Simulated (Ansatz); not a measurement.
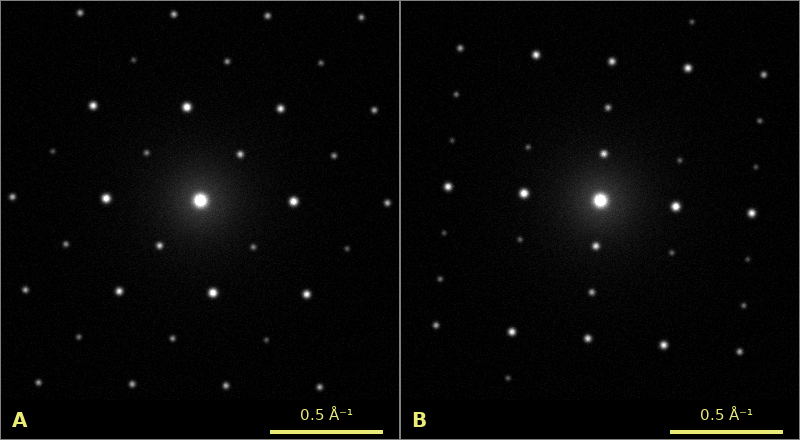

Kinematic electron diffraction patterns (120 kV, B = 0.5 Å², same scale, each along a low-index zone) of two structures of composition Zr2PdC2, each relaxed at zero pressure with DFT PBE, scalar-relativistic, plane waves, PAW in Ansatz.

The structures (standard cells):
1. I4/mmm (No. 139), a = 4.124 Å, c = 9.590 Å, 10 atoms; generated start, possibly hypothetical
2. I4/mmm (No. 139), a = 4.412 Å, c = 7.293 Å, 10 atoms; generated start, possibly hypothetical

**Which pattern belongs to which structure, and along which zone?**

A is structure 2 along [110] or an equivalent direction: rectangular net of 0 0 2 at d = 3.65 Å and 1 -1 0 at d = 3.12 Å, 90.0° apart (some points of this net are extinct or too weak to see). B is structure 1 along [110] or an equivalent direction: rectangular net of 0 0 2 at d = 4.79 Å and 1 -1 0 at d = 2.92 Å, 90.0° apart (some points of this net are extinct or too weak to see).

**Which structure lies lowest at this level of theory, and by how much?**

Structure 1 (I4/mmm, 16.31 Å³ an atom) is the lowest of these; structure 2 (I4/mmm, 14.20 Å³ an atom) lies about 58 meV an atom higher. These are static energies at 0 K; other structures, not shown, may lie lower still.
